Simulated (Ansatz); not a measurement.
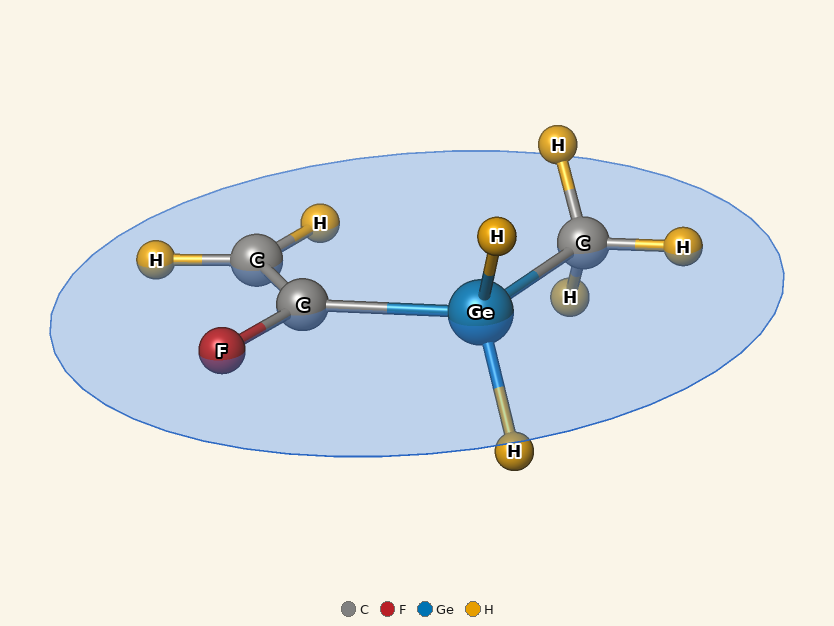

All proper rotation axes (lines) and mirror planes (discs) of the structure are drawn in. Distant atoms are faded towards the background colour. Computed geometry: PBE0-D4/def2-TZVP optimisation. No frequency run is at hand to confirm it as a minimum.

Name the symmetry elements and the point group.

Answer. It has 1 mirror plane. Point group Cs. The group has 2 operations. The geometry is achiral, and symmetry allows a dipole moment.
